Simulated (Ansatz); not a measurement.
**C2H5FGe: geometry and vibrations**

Aim: relax C2H5FGe from a cheap starting geometry, then compute its harmonic vibrations to see whether it is a minimum and to get the zero-point energy and entropy, and look at its orbitals and charge.

The runs use Ansatz 0.2.0, Gaussian basis; RKS PBE0-D4/def2-TZVP.

Levels to be run: relaxation at PBE-D4/def2-SVP; relaxation at PBE0-D4/def2-TZVP; harmonic vibrations at the same level; a single point in def2-TZVPP for the fields.

## 1. The system as given

SMILES `F[CH]1[CH2][GeH2]1`, 9 atoms, charge 0, spin multiplicity 1.

Atoms are counted from 1 here; the program's logs count them from 0.

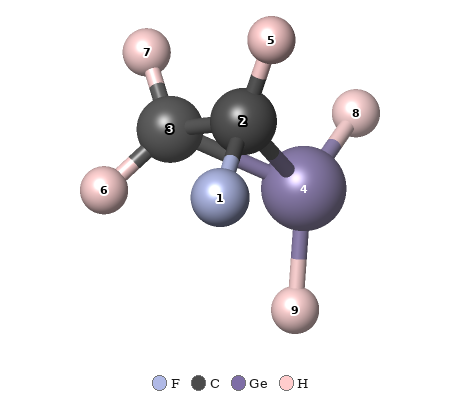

As it starts; fluorine light blue, carbon dark grey, germanium purple, hydrogen pink; atoms are numbered from 1 in the order of the file.

Geometry (Å):

```mol
C2H5FGe
  3D, bonds by distance, orders not assigned

  9  9  0  0  0  0  0  0  0  0999 V2000
    0.6223   -0.4389   -1.9043 F   0  0
    0.0422    0.3990   -0.9168 C   0  0
    0.7351    0.3035    0.3369 C   0  0
   -0.9007   -0.6217    0.4150 Ge  0  0
   -0.3540    1.3947   -1.1995 H   0  0
    1.6442   -0.3640    0.3365 H   0  0
    0.8210    1.2469    0.9402 H   0  0
   -1.8434    0.1671    1.3953 H   0  0
   -0.6782   -2.1329    0.5797 H   0  0
  1  2  8  0
  2  3  8  0
  3  4  8  0
  2  5  8  0
  3  6  8  0
  3  7  8  0
  4  8  8  0
  4  9  8  0
  2  4  8  0
M  END
```

The start is a force-field geometry with small random shifts, so a cheaper pass at PBE-D4/def2-SVP comes first.

## 2. Optimising with PBE-D4/def2-SVP (cheap first pass)

in.yaml

```yaml
crystal:
  periodic: [false, false, false]
  atoms:
    - {symbol: F, position_ang: [0.622300, -0.438900, -1.904300]}
    - {symbol: C, position_ang: [0.042200, 0.399000, -0.916800]}
    - {symbol: C, position_ang: [0.735100, 0.303500, 0.336900]}
    - {symbol: Ge, position_ang: [-0.900700, -0.621700, 0.415000]}
    - {symbol: H, position_ang: [-0.354000, 1.394700, -1.199500]}
    - {symbol: H, position_ang: [1.644200, -0.364000, 0.336500]}
    - {symbol: H, position_ang: [0.821000, 1.246900, 0.940200]}
    - {symbol: H, position_ang: [-1.843400, 0.167100, 1.395300]}
    - {symbol: H, position_ang: [-0.678200, -2.132900, 0.579700]}
basis:
  gaussian: {orbitals: def2-SVP}
hamiltonian: {xc: pbe, dispersion: d4}
relax: {f_tol: 0.03, max_steps: 200}
```

Launch:

```console
$ ansatz run in.yaml --threads 4 --pin off --events-out ev --progress --plain --max-ram 10444MiB
```

The program printed, shortened:

```text
Functional definition: PBE
  name "PBE"
  cite "Perdew, Burke & Ernzerhof, Phys. Rev. Lett. 77, 3865 (1996) doi:10.1103/PhysRevLett.77.3865"
  parent pbe
[...]
1105 factors; their error is unknown
[...]
mean field -61363.49134944 eV, -2255.0667134238 hartree, gradient 6.4e-5 eV, S^2 0.000000; 0 other end points of the search recorded, 0 dependent functions left out
[...]
reference -61363.49138070 eV, -2255.0667145724 hartree; 29, 29 occupied and 70, 70 virtual orbitals, 1105 factors
relax step   1: F+E_penalty+E_count = -61363.64952247 eV  Δ(F+E_penalty+E_count) = +0.000e0 eV  max|allowed force component| = 3.239e0 eV/Å  Δτ_max = 0.0000 Å  (27 SCF iters, accepted)
[...]
relax step   7: F+E_penalty+E_count = -61364.07957267 eV  Δ(F+E_penalty+E_count) = -4.571e-4 eV  max|allowed force component| = 4.030e-2 eV/Å  Δτ_max = 0.0161 Å  (30 SCF iters, accepted)
[...]
relax step   8: F+E_penalty+E_count = -61364.07966682 eV  Δ(F+E_penalty+E_count) = -9.416e-5 eV  max|allowed force component| = 1.294e-2 eV/Å  Δτ_max = 0.0089 Å  (31 SCF iters, accepted)
1105 factors; their error is unknown
mean field -61363.92470958 eV, -2255.0826391151 hartree, gradient 2.6e-5 eV, S^2 0.000000; 1 other end points of the search recorded, 0 dependent functions left out
[...]
reference -61363.92474069 eV, -2255.0826402581 hartree; 29, 29 occupied and 70, 70 virtual orbitals, 1105 factors
Total energy: -61364.07969793 eV, -2255.0883348317 hartree
Atom 0 at     0.577227    -0.310162    -1.981819 Å, force     0.003984     0.002634    -0.000745 eV/Å
Atom 1 at     0.037995     0.353570    -0.908110 Å, force     0.005990    -0.008051     0.003899 eV/Å
Atom 2 at     0.833033     0.337334     0.381411 Å, force    -0.009396     0.011944    -0.007584 eV/Å
Atom 3 at    -0.896399    -0.617008     0.541338 Å, force    -0.012514     0.007650     0.001630 eV/Å
Atom 4 at    -0.393813     1.327523    -1.211497 Å, force    -0.004068    -0.007089     0.004179 eV/Å
Atom 5 at     1.694334    -0.352491     0.371886 Å, force     0.012942    -0.002297    -0.002799 eV/Å
Atom 6 at     1.043373     1.297167     0.883041 Å, force     0.002149    -0.003677     0.003380 eV/Å
Atom 7 at    -2.054858     0.060463     1.291496 Å, force     0.002255    -0.000817     0.000398 eV/Å
Atom 8 at    -0.752391    -2.142696     0.615254 Å, force    -0.001343    -0.000298    -0.002357 eV/Å
Dipole moment:    -0.085742     0.126800     0.237060 e Å
```

It took 8 s on 4 threads of Arm Neoverse V2, shared host.

Step by step:

| step | energy from step 1 (eV) | largest force component (eV/Å) |
| --- | --- | --- |
| 1 | 0.0000 | 3.2391 |
| 2 | -0.3553 | 1.3236 |
| 3 | -0.4223 | 0.2479 |
| 4 | -0.4263 | 0.0796 |
| 5 | -0.4285 | 0.0579 |
| 6 | -0.4296 | 0.0901 |
| 7 | -0.4301 | 0.0403 |
| 8 | -0.4301 | 0.0129 |

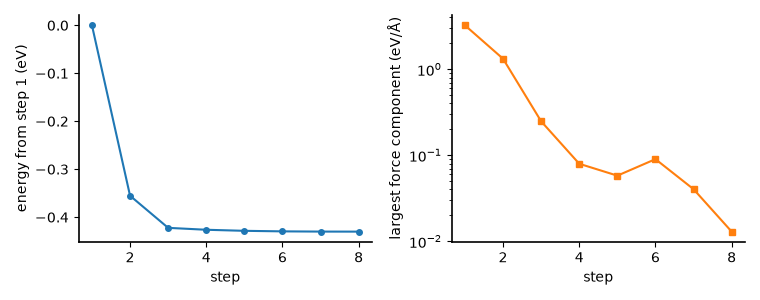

Energy and force, step by step.

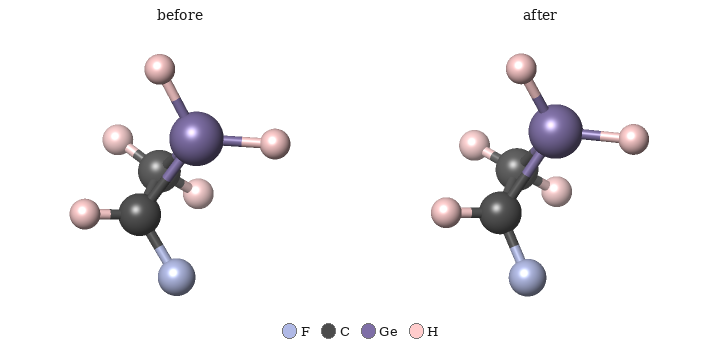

Before and after, at one scale.

Distances of close pairs at the start and the end, largest changes first:

| bond | before (Å) | after (Å) | change (Å) |
| --- | --- | --- | --- |
| C3–Ge4 | 1.881 | 1.982 | +0.101 |
| C2–C3 | 1.436 | 1.515 | +0.079 |
| C2–Ge4 | 1.925 | 1.979 | +0.054 |
| F1–C2 | 1.419 | 1.373 | -0.046 |
| Ge4–H8 | 1.572 | 1.537 | -0.035 |
| C3–H6 | 1.128 | 1.104 | -0.024 |
| C3–H7 | 1.123 | 1.103 | -0.020 |
| Ge4–H9 | 1.536 | 1.534 | -0.002 |

## 3. Geometry optimisation, PBE0-D4/def2-TZVP

in.yaml

```yaml
crystal:
  periodic: [false, false, false]
  atoms:
    - {symbol: F, position_ang: [0.577227, -0.310162, -1.981819]}
    - {symbol: C, position_ang: [0.037995, 0.353570, -0.908110]}
    - {symbol: C, position_ang: [0.833033, 0.337334, 0.381411]}
    - {symbol: Ge, position_ang: [-0.896399, -0.617008, 0.541338]}
    - {symbol: H, position_ang: [-0.393813, 1.327523, -1.211497]}
    - {symbol: H, position_ang: [1.694334, -0.352491, 0.371886]}
    - {symbol: H, position_ang: [1.043373, 1.297167, 0.883041]}
    - {symbol: H, position_ang: [-2.054858, 0.060463, 1.291496]}
    - {symbol: H, position_ang: [-0.752391, -2.142696, 0.615254]}
basis:
  gaussian: {orbitals: def2-TZVP}
hamiltonian: {xc: pbe0, dispersion: d4}
relax: {f_tol: 0.005, max_steps: 150}
```

Same command.

The program printed, shortened:

```text
Functional definition: PBE0
  name "PBE0"
  cite "Adamo & Barone, J. Chem. Phys. 110, 6158 (1999) doi:10.1063/1.478522"
  cite "Perdew, Burke & Ernzerhof, Phys. Rev. Lett. 77, 3865 (1996) doi:10.1103/PhysRevLett.77.3865"
  parent pbe
[...]
1137 factors; their error is unknown
[...]
mean field -61378.49008457 eV, -2255.6179067732 hartree, gradient 2.4e-5 eV, S^2 0.000000; 0 other end points of the search recorded, 0 dependent functions left out
[...]
reference -61378.49011187 eV, -2255.6179077765 hartree; 29, 29 occupied and 142, 142 virtual orbitals, 1137 factors
relax step   1: F+E_penalty+E_count = -61378.61927291 eV  Δ(F+E_penalty+E_count) = +0.000e0 eV  max|allowed force component| = 5.891e-1 eV/Å  Δτ_max = 0.0000 Å  (28 SCF iters, accepted)
[...]
Total energy: -61378.65422879 eV, -2255.6239389620 hartree
Atom 0 at     0.576071    -0.299954    -1.963816 Å, force    -0.001092     0.001973     0.004633 eV/Å
Atom 1 at     0.026402     0.347006    -0.891234 Å, force    -0.002543    -0.003168    -0.003087 eV/Å
Atom 2 at     0.834020     0.335546     0.380382 Å, force     0.002871     0.004491     0.003670 eV/Å
Atom 3 at    -0.871736    -0.611664     0.555887 Å, force     0.003007    -0.003169    -0.002996 eV/Å
Atom 4 at    -0.390617     1.305055    -1.191644 Å, force    -0.000115     0.002886    -0.003245 eV/Å
Atom 5 at     1.687205    -0.336037     0.359509 Å, force    -0.002557    -0.002552     0.002221 eV/Å
Atom 6 at     1.038913     1.283487     0.866307 Å, force    -0.000871    -0.000972    -0.002265 eV/Å
Atom 7 at    -2.044225     0.058140     1.260457 Å, force     0.002070     0.000632     0.001820 eV/Å
Atom 8 at    -0.767531    -2.127878     0.607152 Å, force    -0.000771    -0.000123    -0.000751 eV/Å
Dipole moment:    -0.117032     0.127801     0.303139 e Å
```

Run time: 15 s. Hardware: 4 threads of Arm Neoverse V2, shared host; peak memory 0.41 GiB.

Step by step:

```
step  energy from step 1 (eV)  largest force component (eV/Å)
   1                   0.0000                          0.5891
   2                  -0.0314                          0.1968
   3                  -0.0348                          0.0323
   4                  -0.0349                          0.0086
   5                  -0.0349                          0.0046
```

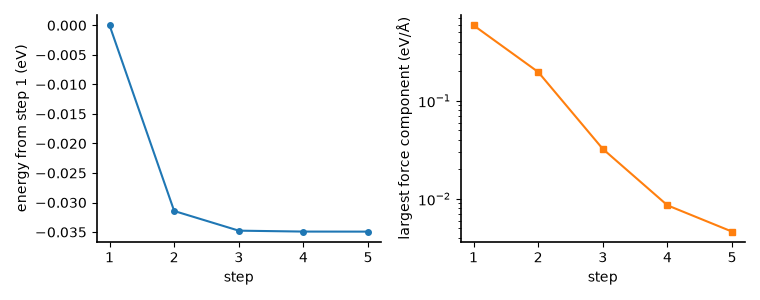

Energy and largest force along the relaxation.

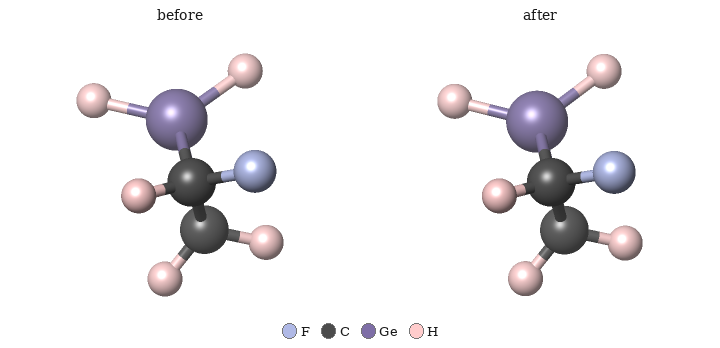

Before and after, at one scale.

Distances of close pairs at the start and the end, largest changes first:

```
  bond  before (Å)  after (Å)  change (Å)
C2–Ge4       1.979      1.954      -0.024
C3–Ge4       1.982      1.959      -0.023
 C2–H5       1.108      1.087      -0.021
 C3–H7       1.103      1.085      -0.018
 C3–H6       1.104      1.086      -0.018
Ge4–H8       1.537      1.523      -0.014
Ge4–H9       1.534      1.521      -0.014
 C2–C3       1.515      1.506      -0.009
```

Mulliken charges of the relaxed molecule (report file):

```
atom  value (e)
  F1      -0.21
  C2       0.04
  C3      -0.34
 Ge4       0.06
  H5       0.11
  H6       0.15
  H7       0.14
  H8       0.02
  H9       0.03
```

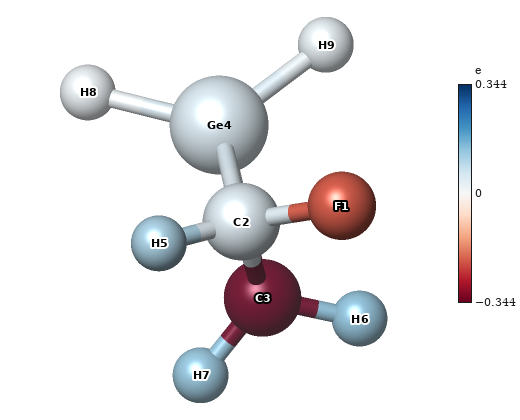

Mulliken charges of the relaxed molecule (report file), as colours on the atoms.

## 4. Vibrations by finite differences

in.yaml

```yaml
crystal:
  periodic: [false, false, false]
  atoms:
    - {symbol: F, position_ang: [0.576071, -0.299954, -1.963816]}
    - {symbol: C, position_ang: [0.026402, 0.347006, -0.891234]}
    - {symbol: C, position_ang: [0.834020, 0.335546, 0.380382]}
    - {symbol: Ge, position_ang: [-0.871736, -0.611664, 0.555887]}
    - {symbol: H, position_ang: [-0.390617, 1.305055, -1.191644]}
    - {symbol: H, position_ang: [1.687205, -0.336037, 0.359509]}
    - {symbol: H, position_ang: [1.038913, 1.283487, 0.866307]}
    - {symbol: H, position_ang: [-2.044225, 0.058140, 1.260457]}
    - {symbol: H, position_ang: [-0.767531, -2.127878, 0.607152]}
basis:
  gaussian: {orbitals: def2-TZVP}
hamiltonian: {xc: pbe0, dispersion: d4}
phonons: {temperatures: {t_min: 298.15, t_max: 900, t_step: 200}}
```

The command is unchanged.

The program printed, shortened:

```text
Functional definition: PBE0
  name "PBE0"
  cite "Adamo & Barone, J. Chem. Phys. 110, 6158 (1999) doi:10.1063/1.478522"
  cite "Perdew, Burke & Ernzerhof, Phys. Rev. Lett. 77, 3865 (1996) doi:10.1103/PhysRevLett.77.3865"
  parent pbe
[...]
1137 factors; their error is unknown
[...]
mean field -61378.52463610 eV, -2255.6191765185 hartree, gradient 2.4e-5 eV, S^2 0.000000; 0 other end points of the search recorded, 0 dependent functions left out
[...]
reference -61378.52466319 eV, -2255.6191775139 hartree; 29, 29 occupied and 142, 142 virtual orbitals, 1137 factors
[...]
1137 factors; their error is unknown
mean field -61378.52461072 eV, -2255.6191755857 hartree, gradient 2.5e-6 eV, S^2 0.000000; 0 other end points of the search recorded, 0 dependent functions left out
[...]
reference -61378.52463780 eV, -2255.6191765810 hartree; 29, 29 occupied and 142, 142 virtual orbitals, 1137 factors
[...]
Atom 1 at     0.026402     0.347006    -0.891234 Å, force    -0.002550    -0.003156    -0.003091 eV/Å
Atom 2 at     0.834020     0.335546     0.380382 Å, force     0.002877     0.004482     0.003668 eV/Å
Atom 3 at    -0.871736    -0.611664     0.555887 Å, force     0.003023    -0.003191    -0.003009 eV/Å
Atom 4 at    -0.390617     1.305055    -1.191644 Å, force    -0.000116     0.002885    -0.003249 eV/Å
Atom 5 at     1.687205    -0.336037     0.359509 Å, force    -0.002560    -0.002548     0.002225 eV/Å
Atom 6 at     1.038913     1.283487     0.866307 Å, force    -0.000874    -0.000970    -0.002266 eV/Å
Atom 7 at    -2.044225     0.058140     1.260457 Å, force     0.002065     0.000644     0.001829 eV/Å
Atom 8 at    -0.767531    -2.127878     0.607152 Å, force    -0.000775    -0.000119    -0.000752 eV/Å
Dipole moment:    -0.117032     0.127802     0.303138 e Å
Vibrations: 194.50 358.39 448.24 455.50 482.32 572.47 648.90 769.81 819.94 895.96 961.51 1013.19 1122.06 1170.64 1355.96 1421.72 2200.59 2227.68 3135.69 3145.88 3224.15 cm⁻¹, zero-point energy 1.650547 eV
```

It took 91 s on 4 threads of Arm Neoverse V2, shared host; peak memory 0.42 GiB.

Motions are named by where the mode's potential energy lies. The modes, unscaled (a negative number is an imaginary wavenumber):

```csv
mode,cm⁻¹,motion
1,195,bend
2,358,bend
3,448,bend
4,455,bend
5,482,bend
6,572,Ge–C stretch with bend
7,649,bend
8,770,bend
9,820,bend
10,896,bend
11,962,bend
12,1013,bend
13,1122,bend with C–C stretch
14,1171,C–F stretch with bend
15,1356,bend
16,1422,bend
17,2201,Ge–H stretch
18,2228,Ge–H stretch
19,3136,C–H stretch
20,3146,C–H stretch
21,3224,C–H stretch
```

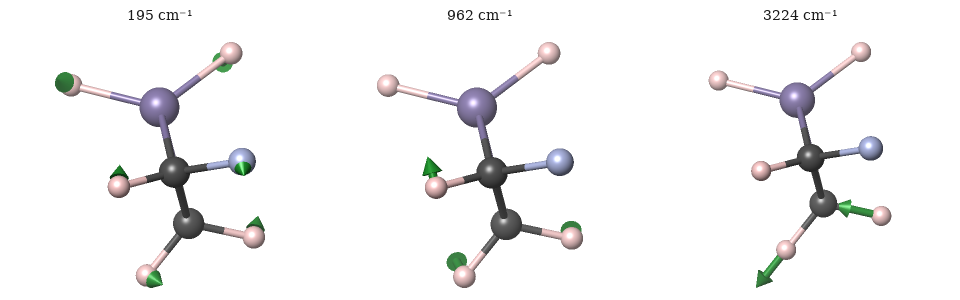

How the atoms move in 3 of the modes.

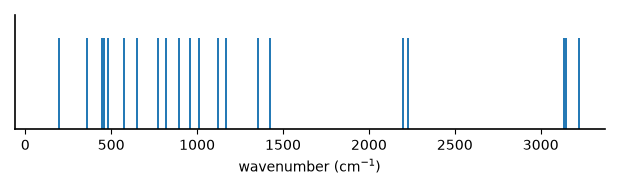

The harmonic wavenumbers as sticks (no intensities were computed).

From these modes and the moments of inertia (298.15 K, 1 bar, symmetry number 1):

| term | value |
| --- | --- |
| zero-point energy | 159.3 kJ/mol |
| H(298) − E | 175.3 kJ/mol |
| entropy, translation | 168.6 J/(mol K) |
| entropy, rotation | 107.5 J/(mol K) |
| entropy, vibration | 30.9 J/(mol K) |
| entropy, total | 307.0 J/(mol K) |

## 5. A single point for the fields

Edit in.yaml of step 4 so:

```diff
@@ -13,4 +13,4 @@
 basis:
-  gaussian: {orbitals: def2-TZVP}
+  gaussian: {orbitals: def2-TZVPP}
 hamiltonian: {xc: pbe0, dispersion: d4}
-phonons: {temperatures: {t_min: 298.15, t_max: 900, t_step: 200}}
+output: {orbitals: {seedname: orbitals}}
```

Launched as before.

The program printed:

```text
Functional definition: PBE0
  name "PBE0"
  cite "Adamo & Barone, J. Chem. Phys. 110, 6158 (1999) doi:10.1063/1.478522"
  cite "Perdew, Burke & Ernzerhof, Phys. Rev. Lett. 77, 3865 (1996) doi:10.1103/PhysRevLett.77.3865"
  parent pbe
  parameter a = 0.25
  parameter kappa = 0.804
  parameter beta = 0.06672455060314922
  exchange = (1 - a)*pbe_x(kappa = kappa, mu = beta*pi^2/3) + a*exact_x
  correlation = pbe_c(beta = beta)
1212 factors; their error is unknown
mean field evaluation 1: about -61370.9081 eV, gradient 5.8e1 eV
mean field evaluation 2: about -61359.5422 eV, gradient 8.4e1 eV
mean field evaluation 4: about -61378.2565 eV, gradient 4.6e0 eV
mean field evaluation 8: about -61378.2962 eV, gradient 9.8e-2 eV
mean field evaluation 16: about -61378.5683 eV, gradient 3.3e-5 eV
mean field -61378.56826426 eV, -2255.6207798238 hartree, gradient 3.3e-5 eV, S^2 0.000000; 0 other end points of the search recorded, 0 dependent functions left out
reference -61378.56829173 eV, -2255.6207808332 hartree; 29, 29 occupied and 182, 182 virtual orbitals, 1212 factors
Total energy: -61378.69785645 eV, -2255.6255422490 hartree
```

Wall time 2.3 s (4 threads of Arm Neoverse V2, shared host); peak memory 0.47 GiB.

The fields below are evaluated on a grid from the run's orbitals.

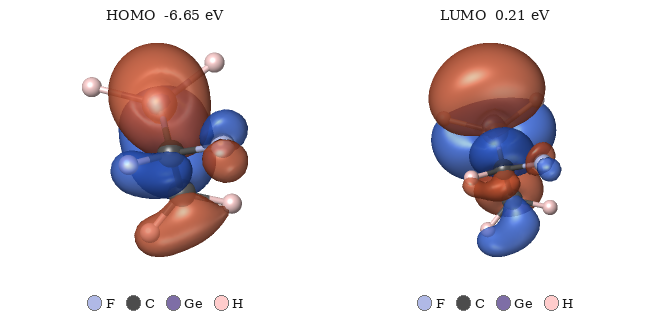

PBE0-D4/def2-TZVPP orbitals near the gap, drawn at the value that encloses 70 % of each; the two colours are the two signs.

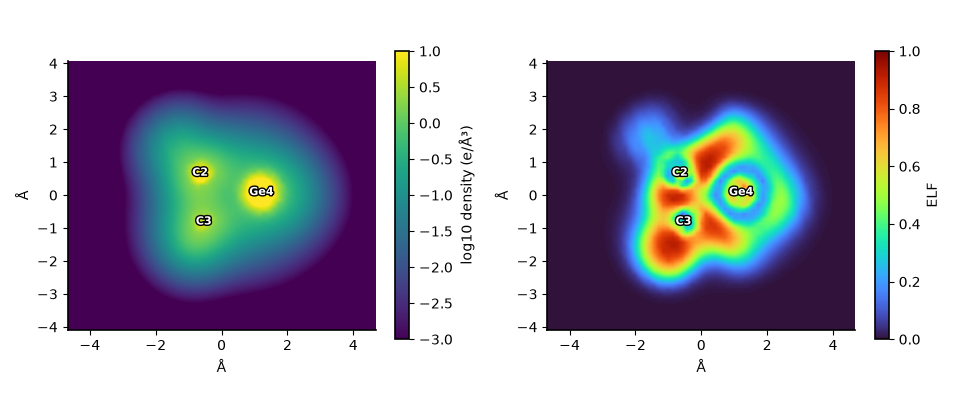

Density (left) and ELF (right) in a plane through or near 3 of the atoms.

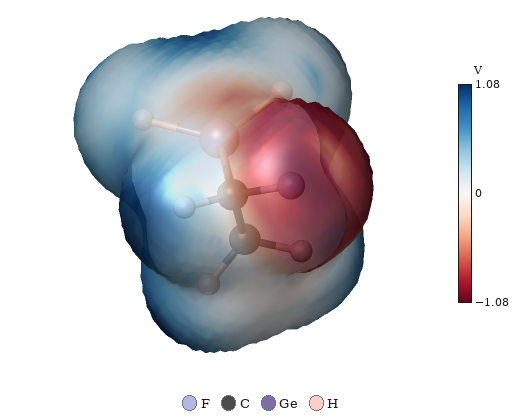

Electrostatic potential on the surface of density 0.002 e/bohr³; red is low, blue high. It runs from -1.00 V near F1 to 1.08 V near H5.

## 6. Results

```
                  quantity            value
               point group               C1
                     steps            8 + 5
shift from the start (rms)          0.152 Å
              total energy   -61378.6542 eV
           dispersion term         -130 meV
             dipole moment           1.68 D
lowest, highest wavenumber   195, 3224 cm⁻¹
         zero-point energy     159.3 kJ/mol
       entropy at 298.15 K  307.0 J/(mol K)
                HOMO, LUMO   -6.65, 0.21 eV
```

In words: The relaxed geometry lies 0.15 Å (rms) from the start; the bond that changed most is C3–Ge4, from 1.881 to 1.959 Å. No mode is imaginary: a true minimum at this level. The stiffest mode, 3224 cm⁻¹, is a C–H stretch. Harmonic hybrid wavenumbers usually lie a few per cent above measured fundamentals. The largest Mulliken charge, -0.34 e, sits on C3. The HOMO lies mostly on Ge4 29 %; C2 23 % and the LUMO on Ge4 26 %; H8, H9 about 18 % each.
